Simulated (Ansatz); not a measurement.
Geometry relaxation of SiH$_{4}$O

System: SiH$_{4}$O.
Method: RKS PBE0-D4/def2-TZVP (Ansatz 0.2.0).

Figures and captions count atoms from 1; the log counts them from 0 in places.

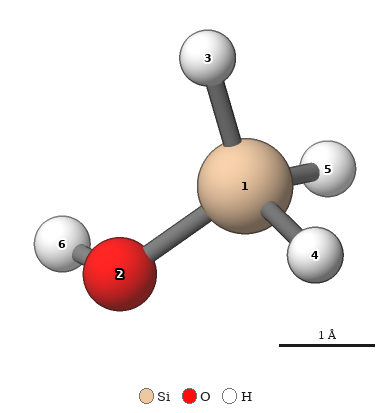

Fig. 1: The structure as given in the input (ball-and-stick view, seen at a tilt; atoms are numbered from 1 in the order of the input). Bond lengths as drawn: H–O 0.96 Å, H–Si 1.48 to 1.49 Å and O–Si 1.65 Å.

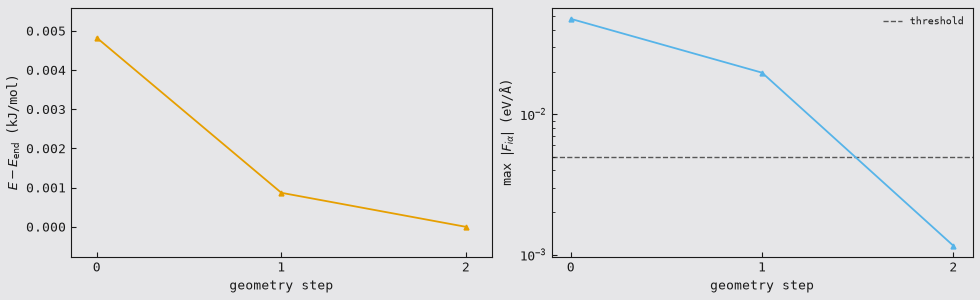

Fig. 2: Progress of the relaxation, step by step (the first geometry is step 0 here and step 1 in the log). Over 2 geometry steps the energy falls by next to nothing (0.0 kJ/mol). Largest force component: 0.048 eV/Å at the start, 0.0012 eV/Å at the end. No atom moves by more than 0.005 Å after the best rigid fit.

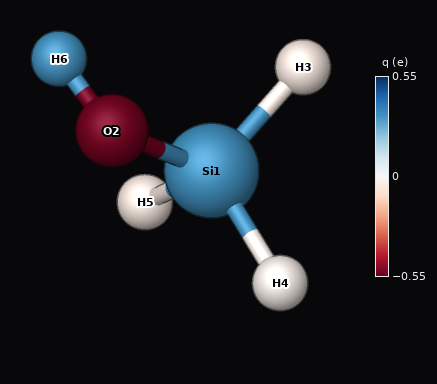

Fig. 3: Mulliken charges, as the colour of each atom (ball-and-stick view, seen at a tilt; atoms are numbered from 1 in the order of the input; Mulliken charges depend strongly on the basis). By element: Si +0.33, O −0.53 and H −0.05 to +0.32 e.

The input and output of the run follow.

**Input**
```yaml
crystal:
  periodic: [false, false, false]
  atoms:
    - {symbol: Si, position_ang: [-0.361199, 0.197317, 2.002921]}
    - {symbol: O, position_ang: [0.893450, -0.512150, 1.201854]}
    - {symbol: H, position_ang: [0.044464, 1.490140, 2.619443]}
    - {symbol: H, position_ang: [-1.411425, 0.430265, 0.986556]}
    - {symbol: H, position_ang: [-0.886472, -0.682093, 3.083153]}
    - {symbol: H, position_ang: [1.676398, -0.736380, 1.705617]}
basis:
  gaussian: {orbitals: def2-TZVP}
hamiltonian: {xc: pbe0, dispersion: d4}
relax: {f_tol: 0.005, max_steps: 200}
```

Launch command:
```bash
ansatz run in.yaml --threads 4 --pin off --events-out ev --progress --plain --max-ram 9574MiB
```

**Output**
```
Functional definition: PBE0
  name "PBE0"
  cite "Adamo & Barone, J. Chem. Phys. 110, 6158 (1999) doi:10.1063/1.478522"
  cite "Perdew, Burke & Ernzerhof, Phys. Rev. Lett. 77, 3865 (1996) doi:10.1103/PhysRevLett.77.3865"
  parent pbe
  parameter a = 0.25
  parameter kappa = 0.804
  parameter beta = 0.06672455060314922
  exchange = (1 - a)*pbe_x(kappa = kappa, mu = beta*pi^2/3) + a*exact_x
  correlation = pbe_c(beta = beta)
595 factors; their error is unknown
mean field evaluation 1: about -9982.2174 eV, gradient 5.0e1 eV
mean field evaluation 2: about -9974.5100 eV, gradient 8.2e1 eV
mean field evaluation 4: about -9986.1926 eV, gradient 1.1e0 eV
mean field evaluation 8: about -9986.2332 eV, gradient 1.8e-1 eV
mean field -9986.23324252 eV, -366.9873027507 hartree, gradient 4.1e-5 eV, S^2 0.000000; 0 other end points of the search recorded, 0 dependent functions left out
the calculation of the forces begins
reference -9986.23326790 eV, -366.9873036833 hartree; 13, 13 occupied and 79, 79 virtual orbitals, 595 factors
relax step   1: F+E_penalty+E_count = -9986.28623663 eV  Δ(F+E_penalty+E_count) = +0.000e0 eV  max|allowed force component| = 4.778e-2 eV/Å  Δτ_max = 0.0000 Å  (22 SCF iters, accepted)
these checks for a lower state are left out or cut short: starts, cluster_reference, orbital_swaps, neighbouring_geometries, increment
595 factors; their error is unknown
mean field evaluation 16: about -9986.1953 eV, gradient 1.8e-1 eV
mean field -9986.23328274 eV, -366.9873042287 hartree, gradient 1.9e-5 eV, S^2 0.000000; 0 other end points of the search recorded, 0 dependent functions left out
the calculation of the forces begins
reference -9986.23330812 eV, -366.9873051612 hartree; 13, 13 occupied and 79, 79 virtual orbitals, 595 factors
relax step   2: F+E_penalty+E_count = -9986.28627805 eV  Δ(F+E_penalty+E_count) = -4.142e-5 eV  max|allowed force component| = 1.977e-2 eV/Å  Δτ_max = 0.0014 Å  (19 SCF iters, accepted)
these checks for a lower state are left out or cut short: starts, cluster_reference, orbital_swaps, neighbouring_geometries, increment
595 factors; their error is unknown
mean field -9986.23328767 eV, -366.9873044097 hartree, gradient 1.4e-5 eV, S^2 0.000000; 0 other end points of the search recorded, 0 dependent functions left out
the calculation of the forces begins
reference -9986.23331304 eV, -366.9873053420 hartree; 13, 13 occupied and 79, 79 virtual orbitals, 595 factors
relax step   3: F+E_penalty+E_count = -9986.28628662 eV  Δ(F+E_penalty+E_count) = -8.561e-6 eV  max|allowed force component| = 1.160e-3 eV/Å  Δτ_max = 0.0004 Å  (19 SCF iters, accepted)
595 factors; their error is unknown
mean field evaluation 32: about -9986.1415 eV, gradient 4.8e0 eV
mean field -9986.23328767 eV, -366.9873044097 hartree, gradient 1.4e-5 eV, S^2 0.000000; 1 other end points of the search recorded, 0 dependent functions left out
the calculation of the forces begins
reference -9986.23331304 eV, -366.9873053420 hartree; 13, 13 occupied and 79, 79 virtual orbitals, 595 factors
Total energy: -9986.28631199 eV, -366.9892530175 hartree
Atom 0 at    -0.359864     0.196578     2.002681 Å, force    -0.000677     0.000108    -0.000744 eV/Å
Atom 1 at     0.893718    -0.511725     1.201290 Å, force     0.000541     0.000277     0.001160 eV/Å
Atom 2 at     0.043399     1.490099     2.620079 Å, force    -0.000184     0.000352    -0.000259 eV/Å
Atom 3 at    -1.411097     0.429990     0.986697 Å, force    -0.000085     0.000279     0.000482 eV/Å
Atom 4 at    -0.887245    -0.680994     3.083739 Å, force    -0.000117    -0.000330     0.000111 eV/Å
Atom 5 at     1.676305    -0.736850     1.705057 Å, force     0.000522    -0.000685    -0.000750 eV/Å
Dipole moment:     0.167894    -0.022805     0.225890 e Å
```

**Trajectory as extended XYZ (Å, eV, eV/Å), 3 frames, from step=1 to step=3**
```
6
Properties=species:S:1:pos:R:3:forces:R:3 step=1 energy=-9986.28624
Si   -0.3612    0.1973    2.0029    0.0478  -0.0278  -0.0148
O     0.8934   -0.5121    1.2019   -0.0205   0.0136   0.0098
H     0.0445    1.4901    2.6194   -0.0056   0.0054   0.0040
H    -1.4114    0.4303    0.9866   -0.0077   0.0028  -0.0037
H    -0.8865   -0.6821    3.0832   -0.0079   0.0040   0.0052
H     1.6764   -0.7364    1.7056   -0.0060   0.0019  -0.0005
6
Properties=species:S:1:pos:R:3:forces:R:3 step=2 energy=-9986.28628
Si   -0.3602    0.1967    2.0029    0.0198  -0.0110  -0.0109
O     0.8939   -0.5121    1.2013   -0.0161   0.0095   0.0094
H     0.0433    1.4902    2.6198    0.0001   0.0013   0.0015
H    -1.4111    0.4302    0.9869   -0.0022   0.0001  -0.0019
H    -0.8874   -0.6812    3.0837   -0.0008   0.0000   0.0015
H     1.6767   -0.7368    1.7050   -0.0007   0.0000   0.0004
6
Properties=species:S:1:pos:R:3:forces:R:3 step=3 energy=-9986.28629
Si   -0.3599    0.1966    2.0027   -0.0007   0.0001  -0.0007
O     0.8937   -0.5117    1.2013    0.0005   0.0003   0.0012
H     0.0434    1.4901    2.6201   -0.0002   0.0004  -0.0003
H    -1.4111    0.4300    0.9867   -0.0001   0.0003   0.0005
H    -0.8872   -0.6810    3.0837   -0.0001  -0.0003   0.0001
H     1.6763   -0.7369    1.7051    0.0005  -0.0007  -0.0008
```

**Summary**

| quantity | value |
| --- | --- |
| outcome | converged |
| total energy | −9986.2863 eV |
| mean-field energy | −9986.2333 eV |
| dispersion energy | −0.0530 eV |
| SCF solution under orbital rotations | stable |
| largest force (length of the vector) at the end | 0.001 eV/Å |
| dipole moment | 1.36 D |
| hardware | 4 threads of AMD EPYC, 31 GiB of memory available, shared host |
| wall time | 1.9 s (CPU time 6.3 s) |
| peak memory | 0.48 GiB |
